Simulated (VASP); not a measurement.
# TiSi2: structure and properties in VASP, part 2 of 5

Wanted: the relaxed cell of TiSi2 and its properties. The start is a cell from a database of measured crystal structures.

VASP 6.6.1, plane waves and PAW; the level of theory is named at each step.

Still holding for the runs below: The k-mesh is coarse for a metal.

So far. Step 2 (Relaxing cell and atoms (rev-vdW-DF2)): It ends with a largest force of 0.001 eV/Å and a pressure of 0.03 GPa. The volume lies -0.3 % from that of the database's start, which holds the thermal and zero-point expansion of its experiment.

## (3) Density, ELF and potential (rev-vdW-DF2)

Level of this step: rev-vdW-DF2; plane waves and PAW (Ti_sv, Si) (VASP).

A single point on the relaxed cell gives a clean self-consistent state, with density, ELF and potential written out.

INCAR

```
SYSTEM = TiSi2
PREC = Accurate
ENCUT = 400
EDIFF = 1E-06
NELM = 100
ISMEAR = 0
SIGMA = 0.05
LREAL = .FALSE.
ALGO = Normal
GGA = MK
AGGAC = 0
LUSE_VDW = .TRUE.
PARAM1 = 0.1234
PARAM2 = 0.711357
ZAB_VDW = -1.8867
LASPH = .TRUE.
NBANDS = 26
LORBIT = 11
LWAVE = .FALSE.
LCHARG = .TRUE.
ISIF = 2
LELF = .TRUE.
LVHAR = .TRUE.
```

POSCAR

```
TiSi2
1.0
    0.0000000000      4.1320296154      4.2596087790
    2.4024027494      0.0000000000      4.2596087790
    2.4024027494      4.1320296154      0.0000000000
Ti Si
2 4
Direct
    0.7500000000      0.7500000000      0.7500000000
    0.5000000000      0.5000000000      0.5000000000
    0.0853890933      0.4146109067      0.0853890933
    0.4146109067      0.0853890933      0.4146109067
    0.1646109067      0.8353890933      0.1646109067
    0.8353890933      0.1646109067      0.8353890933
```

KPOINTS

```
Automatic mesh
0
Gamma
6 6 6
0 0 0
```

Potentials, in the order of the species: Ti_sv and Si (PBE family, release 64).

Started as:

```bash
> mpirun -np 4 vasp_std
```

Log:

```text
[banner, memory and clock lines left out]
running    4 mpi-ranks, on    1 nodes
 distrk:  each k-point on    4 cores,    1 groups
 distr:  one band on    1 cores,    4 groups

 POSCAR found type information on POSCAR TiSi
 POSCAR found :  2 types and       6 ions
 [... a notice as in an earlier step ...]

 [... a notice as in an earlier step ...]

 LDA part: xc-table for (Slater+PW92), standard interpolation
|                                                                             |
|           W    W    AA    RRRRR   N    N  II  N    N   GGGG   !!!           |
|           W    W   A  A   R    R  NN   N  II  NN   N  G    G  !!!           |
|           W    W  A    A  R    R  N N  N  II  N N  N  G       !!!           |
|           W WW W  AAAAAA  RRRRR   N  N N  II  N  N N  G  GGG   !            |
|           WW  WW  A    A  R   R   N   NN  II  N   NN  G    G                |
|           W    W  A    A  R    R  N    N  II  N    N   GGGG   !!!           |
|                                                                             |
|     The number of bands has been changed from the values supplied in        |
|     The orbitals not found in the WAVECAR file will be initialized with     |
|     random numbers, which is usually adequate. For correlated               |
|     calculations, however, you should redo the groundstate calculation.     |
|     I found NBANDS = 26. Now, NBANDS = 28.                                  |
|                                                                             |

 POSCAR, INCAR and KPOINTS ok, starting setup
 FFT: planning ... GRIDC
 FFT: planning ... GRID_SOFT
 FFT: planning ... GRID
 WAVECAR not read
 entering main loop
       N       E                     dE             d eps       ncg     rms          rms(c)
DAV:   1     0.355143351018E+03    0.35514E+03   -0.16373E+04  2584   0.127E+03
DAV:   2     0.761234606954E+01   -0.34753E+03   -0.33903E+03  2600   0.394E+02
DAV:   3    -0.319526230739E+02   -0.39565E+02   -0.38810E+02  4428   0.113E+02
DAV:   4    -0.348654841355E+02   -0.29129E+01   -0.29017E+01  3568   0.276E+01
DAV:   5    -0.350503139358E+02   -0.18483E+00   -0.18478E+00  4060   0.601E+00    0.182E+01
DAV:   6    -0.322812979855E+02    0.27690E+01   -0.35212E+01  3660   0.412E+01    0.683E+00
DAV:   7    -0.316743418023E+02    0.60696E+00   -0.70874E+00  3484   0.194E+01    0.505E+00
DAV:   8    -0.316169238437E+02    0.57418E-01   -0.80386E-01  3512   0.688E+00    0.123E+00
DAV:   9    -0.316014835258E+02    0.15440E-01   -0.14247E-01  3604   0.310E+00    0.422E-01
DAV:  10    -0.316021969907E+02   -0.71346E-03   -0.51485E-03  3312   0.540E-01    0.196E-01
DAV:  11    -0.316021267217E+02    0.70269E-04   -0.38570E-03  3648   0.455E-01    0.131E-01
DAV:  12    -0.316020230327E+02    0.10369E-03   -0.92399E-04  3584   0.236E-01    0.133E-02
DAV:  13    -0.316020216195E+02    0.14131E-05   -0.24556E-05  3348   0.426E-02    0.872E-03
DAV:  14    -0.316020214761E+02    0.14347E-06   -0.98006E-07  2232   0.821E-03
   1 F= -.31602021E+02 E0= -.31600640E+02  d E =-.276353E-02
```

Run time: 38 s. Hardware: 4 MPI ranks of Intel Xeon Platinum 8259CL at 2.50GHz (Skylake/Cascade Lake), shared host; peak memory 1 GiB.

Parts of OUTCAR (step 3):

```text
  LATTYP: Found a face centered orthorhombic cell.
 ALAT       =     4.8048054988
 B/A-ratio  =     1.7199570790
 C/A-ratio  =     1.7730618982

 Found     46 irreducible k-points:

   k-points           NKPTS =     46   k-points in BZ     NKDIM =     46   number of bands    NBANDS=     28

   ENCUT  =  400.0 eV  29.40 Ry    5.42 a.u.   9.68  7.97  7.79*2*pi/ulx,y,z

   NELECT =      40.0000    total number of electrons

 E-fermi :  10.0868

 k-point     1 :       0.0000    0.0000    0.0000
  band No.  band energies     occupation
    ...
     17       7.8199      2.00000
     18       7.9918      2.00000
     19       8.2723      2.00000
     20       8.6308      2.00000
     21       9.1124      2.00000
     22      12.0395      0.00000
     23      13.0946      0.00000
     24      13.2771      0.00000
     25      13.3832      0.00000
     26      13.5037      0.00000
    ...

 k-point     2 :       0.1667    0.0000    0.0000
  band No.  band energies     occupation
    ...
     17       7.9649      2.00000
     18       8.0824      2.00000
     19       8.7568      2.00000
     20       8.9180      2.00000
     21       9.1749      2.00000
     22      11.7636      0.00000
     23      12.8398      0.00000
     24      12.9251      0.00000
     25      13.0862      0.00000
     26      13.2341      0.00000
    ...

Total vdW correction in eV:      4.6620614

  Total        0.0203958      0.0586503      0.0167068      0.0000000      0.0000000      0.0000000
  in kB        0.3864040      1.1111483      0.3165146      0.0000000      0.0000000      0.0000000
  external PRESSURE =       0.6046890 kB  Pullay stress =       0.0000000 kB

 POSITION                                       TOTAL-FORCE (eV/Angst)
 -----------------------------------------------------------------------------------
      3.60360      6.19804      6.38941        -0.000000      0.000000      0.000000
      2.40240      4.13203      4.25961         0.000000      0.000000     -0.000000
      1.20120      0.70566      2.12980         0.000000      0.000995      0.000000
      1.20120      3.42637      2.12980         0.000000     -0.000995      0.000000
      2.40240      1.36035      4.25961        -0.000000     -0.000995     -0.000000
      2.40240      6.90370      4.25961        -0.000000      0.000995     -0.000000
 -----------------------------------------------------------------------------------
    total drift:                               -0.000000     -0.000000      0.000000

  FREE ENERGIE OF THE ION-ELECTRON SYSTEM (eV)
  ---------------------------------------------------
  free  energy   TOTEN  =       -31.6020214761 eV

  energy  without entropy=      -31.5992579510  energy(sigma->0) =      -31.60063971

Total vdW correction in eV:      4.6619901

 total charge
# of ion       s       p       d       tot
------------------------------------------
    1        2.171   6.164   2.079  10.414
    2        2.171   6.164   2.079  10.414
    3        0.774   0.862   0.000   1.635
    4        0.774   0.862   0.000   1.635
    5        0.774   0.862   0.000   1.635
    6        0.774   0.862   0.000   1.635
--------------------------------------------------
tot          7.436  15.775   4.159  27.370

[... 4 parts as in an earlier step ...]

[... 7 further parts left out ...]
```

Numbers from this step:

- electronic steps: 14
- bands: 28
- pressure: 0.06047 GPa

Valence electrons inside each PAW sphere by angular momentum. Sphere charges, by row:

| atom | s (e) | p (e) | d (e) | tot (e) |
| --- | --- | --- | --- | --- |
| Ti1 | 2.171 | 6.164 | 2.079 | 10.41 |
| Ti2 | 2.171 | 6.164 | 2.079 | 10.41 |
| Si3 | 0.774 | 0.862 | 0 | 1.635 |
| Si4 | 0.774 | 0.862 | 0 | 1.635 |
| Si5 | 0.774 | 0.862 | 0 | 1.635 |
| Si6 | 0.774 | 0.862 | 0 | 1.635 |

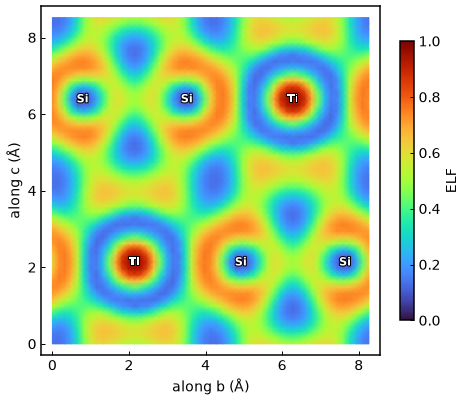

ELF in the bc plane of the conventional cell at fractional x = 0.000, with atoms of Ti and Si within 0.2 Å of it. It is the smooth field of the valence electrons, not physical close to the nuclei. The map starts off the cell's origin, so that atoms lie inside it.

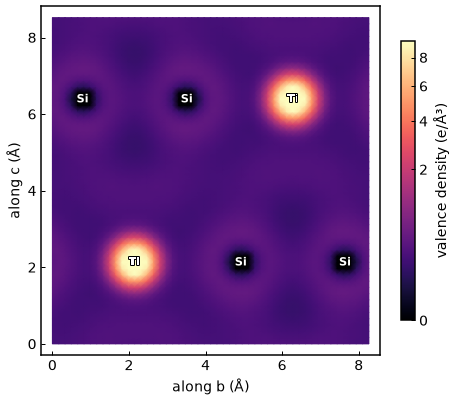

Valence density in the bc plane of the conventional cell at fractional x = 0.000, with atoms of Ti and Si within 0.2 Å of it. It is the smooth field of the valence electrons, not physical close to the nuclei. The map starts off the cell's origin, so that atoms lie inside it. The colour scale is stretched toward low values.

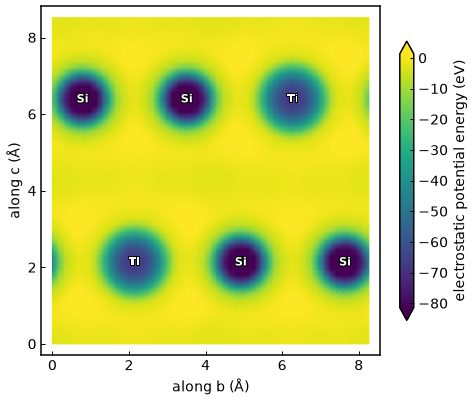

Electrostatic potential energy in the bc plane of the conventional cell at fractional x = 0.000, with atoms of Ti and Si within 0.2 Å of it. With pseudopotentials it is smooth inside the atoms' cores, unlike the true potential. The map starts off the cell's origin, so that atoms lie inside it.

In this run the pressure is 0.06 GPa, small enough to go on.

## (4) Bands along the symmetry lines (rev-vdW-DF2)

Levels along the symmetry lines show where the bands peak and cross; KPOINTS_OPT computes them in the converged potential.

Changes to INCAR since step 3:

```diff
@@ -16,8 +16,6 @@
 LASPH = .TRUE.
-NBANDS = 26
+NBANDS = 36
 LORBIT = 11
 LWAVE = .FALSE.
-LCHARG = .TRUE.
-ISIF = 2
-LELF = .TRUE.
-LVHAR = .TRUE.
+LCHARG = .FALSE.
+KPAR = 4
```

POSCAR is that of step 3.

KPOINTS is that of step 3.

KPOINTS_OPT

```
Line mode
16
Line-mode
Reciprocal
  0.00000000   0.00000000   0.00000000 GAMMA
  0.50000000   0.00000000   0.50000000 Y

  0.50000000   0.00000000   0.50000000 Y
  1.00000000   0.50000000   0.50000000 T

  1.00000000   0.50000000   0.50000000 T
  0.50000000   0.50000000   0.00000000 Z

  0.50000000   0.50000000   0.00000000 Z
  0.00000000   0.00000000   0.00000000 GAMMA

  0.00000000   0.00000000   0.00000000 GAMMA
  0.00000000   0.41403226   0.41403226 X

  0.00000000   0.41403226   0.41403226 X
  0.50000000   0.24501355   0.74501355 A1

  0.50000000   0.24501355   0.74501355 A1
  0.50000000   0.00000000   0.50000000 Y

  1.00000000   0.50000000   0.50000000 T
  1.00000000   0.58596774   0.58596774 X1

  0.00000000   0.41403226   0.41403226 X
  0.50000000   0.75498645   0.25498645 A

  0.50000000   0.75498645   0.25498645 A
  0.50000000   0.50000000   0.00000000 Z

  0.50000000   0.50000000   0.50000000 L
  0.00000000   0.00000000   0.00000000 GAMMA
```

Started as:

```bash
> mpirun -np 4 vasp_std
```

Log:

```text
[banner, memory and clock lines left out]
running    4 mpi-ranks, on    1 nodes
 distrk:  each k-point on    1 cores,    4 groups
 distr:  one band on    1 cores,    1 groups

 POSCAR found type information on POSCAR TiSi
 POSCAR found :  2 types and       6 ions
 [... a notice as in an earlier step ...]

 [... a notice as in an earlier step ...]

 LDA part: xc-table for (Slater+PW92), standard interpolation
 POSCAR, INCAR and KPOINTS ok, starting setup
 FFT: planning ... GRIDC
 FFT: planning ... GRID_SOFT
 FFT: planning ... GRID
 WAVECAR not read
 entering main loop
       N       E                     dE             d eps       ncg     rms          rms(c)
DAV:   1     0.355731542188E+03    0.35573E+03   -0.15461E+04  3312   0.989E+02
DAV:   2     0.422583259967E+01   -0.35151E+03   -0.33552E+03  3364   0.318E+02
DAV:   3    -0.320194790223E+02   -0.36245E+02   -0.35438E+02  4968   0.914E+01
DAV:   4    -0.349250474159E+02   -0.29056E+01   -0.28738E+01  4608   0.227E+01
DAV:   5    -0.350506416999E+02   -0.12559E+00   -0.12556E+00  4584   0.421E+00    0.182E+01
DAV:   6    -0.323336063341E+02    0.27170E+01   -0.15735E+01  4332   0.320E+01    0.683E+00
DAV:   7    -0.316814338975E+02    0.65217E+00   -0.32463E+00  3888   0.157E+01    0.534E+00
DAV:   8    -0.316355246001E+02    0.45909E-01   -0.52941E-01  3864   0.616E+00    0.195E+00
DAV:   9    -0.316016915359E+02    0.33833E-01   -0.12482E-01  3828   0.333E+00    0.425E-01
DAV:  10    -0.316021507835E+02   -0.45925E-03   -0.71025E-03  4248   0.456E-01    0.238E-01
DAV:  11    -0.316021854489E+02   -0.34665E-04   -0.25490E-03  4592   0.385E-01    0.175E-01
DAV:  12    -0.316020220059E+02    0.16344E-03   -0.63788E-04  3872   0.228E-01    0.189E-02
DAV:  13    -0.316020212184E+02    0.78751E-06   -0.23479E-05  4092   0.309E-02    0.989E-03
DAV:  14    -0.316020211586E+02    0.59767E-07   -0.12160E-06  3152   0.769E-03
   1 F= -.31602021E+02 E0= -.31600639E+02  d E =-.276352E-02
 Start KPOINTS_OPT (optional k-point list driver)
k-point batch [1-46\176]
       N       E                     dE             ncg
DAV:   1     0.369185875773E+04   -0.32101E+05     3312
DAV:   2    -0.126568771195E+05   -0.16349E+05     3372
DAV:   3    -0.144209295552E+05   -0.17641E+04     5064
DAV:   4    -0.145612724151E+05   -0.14034E+03     4496
DAV:   5    -0.145678362878E+05   -0.65639E+01     4492
DAV:   6    -0.145678827221E+05   -0.46434E-01     4308
DAV:   7    -0.145678838423E+05   -0.11201E-02     4580
DAV:   8    -0.145678838610E+05   -0.18703E-04     4128
DAV:   9    -0.145678838616E+05   -0.61658E-06     2836
[...]
k-point batch [139-176\176]
       N       E                     dE             ncg
DAV:   1     0.113245700513E+05   -0.24884E+05     2736
DAV:   2    -0.216289368370E+04   -0.13487E+05     2796
DAV:   3    -0.359661401618E+04   -0.14337E+04     4004
DAV:   4    -0.371847135941E+04   -0.12186E+03     3752
DAV:   5    -0.372385926552E+04   -0.53879E+01     3632
DAV:   6    -0.372389811079E+04   -0.38845E-01     3592
DAV:   7    -0.372389901926E+04   -0.90846E-03     3588
DAV:   8    -0.372389903868E+04   -0.19424E-04     3396
DAV:   9    -0.372389903945E+04   -0.76675E-06     2192
```

Run time: 2.2 min. Hardware: 4 MPI ranks; peak memory 1.9 GiB.

From OUTCAR (step 4):

```text
 Found     46 irreducible k-points:

   k-points           NKPTS =     46   k-points in BZ     NKDIM =     46   number of bands    NBANDS=     36

   NELECT =      40.0000    total number of electrons

 E-fermi :  10.0870

 k-point     1 :       0.0000    0.0000    0.0000
  band No.  band energies     occupation
    ...
     17       7.8199      2.00000
     18       7.9918      2.00000
     19       8.2724      2.00000
     20       8.6308      2.00000
     21       9.1125      2.00000
     22      12.0398      0.00000
     23      13.0948      0.00000
     24      13.2772      0.00000
     25      13.3834      0.00000
     26      13.5024      0.00000
    ...

 k-point     2 :       0.1667    0.0000    0.0000
  band No.  band energies     occupation
    ...
     17       7.9650      2.00000
     18       8.0824      2.00000
     19       8.7569      2.00000
     20       8.9181      2.00000
     21       9.1750      2.00000
     22      11.7639      0.00000
     23      12.8399      0.00000
     24      12.9254      0.00000
     25      13.0864      0.00000
     26      13.2343      0.00000
    ...

Total vdW correction in eV:      4.6620258

  Total        0.0129882      0.0505517      0.0089451      0.0000000      0.0000000      0.0000000
  in kB        0.2460659      0.9577169      0.1694680      0.0000000      0.0000000      0.0000000
  external PRESSURE =       0.4577503 kB  Pullay stress =       0.0000000 kB

 POSITION                                       TOTAL-FORCE (eV/Angst)
 -----------------------------------------------------------------------------------
      3.60360      6.19804      6.38941        -0.000000     -0.000000      0.000000
      2.40240      4.13203      4.25961         0.000000     -0.000000     -0.000000
      1.20120      0.70566      2.12980         0.000000      0.001083     -0.000000
      1.20120      3.42637      2.12980         0.000000     -0.001083     -0.000000
      2.40240      1.36035      4.25961        -0.000000     -0.001083      0.000000
      2.40240      6.90370      4.25961        -0.000000      0.001083      0.000000
 -----------------------------------------------------------------------------------
    total drift:                               -0.000000     -0.000000      0.000000

  FREE ENERGIE OF THE ION-ELECTRON SYSTEM (eV)
  ---------------------------------------------------
  free  energy   TOTEN  =       -31.6020211586 eV

  energy  without entropy=      -31.5992576388  energy(sigma->0) =      -31.60063940

Total vdW correction in eV:      4.6619844

[... 9 parts as in an earlier step ...]

[... 5 further parts left out ...]
```

Numbers from this step:

| Quantity | Value |
| --- | --- |
| bands | 36 |
| pressure | 0.04578 GPa |

The electronic bands at the labelled points (eV, zero at the Fermi level; # counts the bands kept, so #1 is VASP's band 9):

| point | #9 | #10 | #11 | #12 | #13 | #14 | #15 | #16 |
| --- | --- | --- | --- | --- | --- | --- | --- | --- |
| Γ | -2.27 | -2.10 | -1.81 | -1.46 | -0.97 | 1.95 | 3.01 | 3.19 |
| Y | -2.39 | -2.39 | -0.93 | -0.93 | 1.18 | 1.18 | 3.16 | 3.16 |
| T | -1.26 | -1.26 | -0.72 | -0.72 | 0.84 | 0.84 | 2.19 | 2.19 |
| Z | -1.64 | -1.64 | -1.04 | -1.04 | 0.75 | 0.75 | 3.11 | 3.11 |
| Γ | -2.27 | -2.10 | -1.81 | -1.46 | -0.97 | 1.95 | 3.01 | 3.19 |
| X | -1.40 | -0.52 | -0.01 | -0.01 | 0.73 | 0.90 | 1.74 | 2.42 |
| A1 | -1.76 | -1.76 | -1.44 | -1.44 | 1.30 | 1.30 | 2.07 | 2.07 |
| Y | -2.39 | -2.39 | -0.93 | -0.93 | 1.18 | 1.18 | 3.16 | 3.16 |
| jump to T | -1.26 | -1.26 | -0.72 | -0.72 | 0.84 | 0.84 | 2.19 | 2.19 |
| X1 | -1.40 | -0.52 | -0.01 | -0.01 | 0.73 | 0.90 | 1.74 | 2.42 |
| jump to X | -1.40 | -0.52 | -0.01 | -0.01 | 0.73 | 0.90 | 1.74 | 2.42 |
| A | -1.76 | -1.76 | -1.44 | -1.44 | 1.30 | 1.30 | 2.07 | 2.07 |
| Z | -1.64 | -1.64 | -1.04 | -1.04 | 0.75 | 0.75 | 3.11 | 3.11 |
| jump to L | -1.98 | -1.14 | -0.09 | 0.08 | 0.93 | 1.31 | 1.64 | 2.13 |
| Γ | -2.27 | -2.10 | -1.81 | -1.46 | -0.97 | 1.95 | 3.01 | 3.19 |

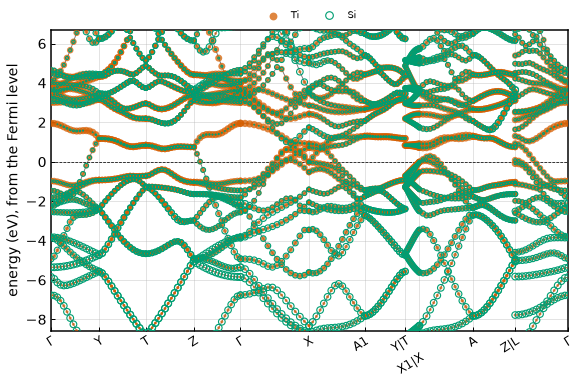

Electronic bands along the path; dots are coloured as in the legend, and their area grows with the weight.

There is no gap at this level.

Of the bands kept, 4 cross the Fermi level on this path.

[end of part 2 of 5]

[Lines on the potential files, build, host, timing and source positions are cut from VASP's logs without a mark.]

[Logs are printed without paths, hosts, clocks, repeated set-up lines and the standing remarks that a program may print on its own settings, such as how far it seeks lower states.]

[Hosts, paths, dates, database ids (printed as entryN), source tags and the programs' standing remarks are cut or masked in the printed files.]

[A measured line is paired with the nearest computed mode of its activity, which favours agreement.]
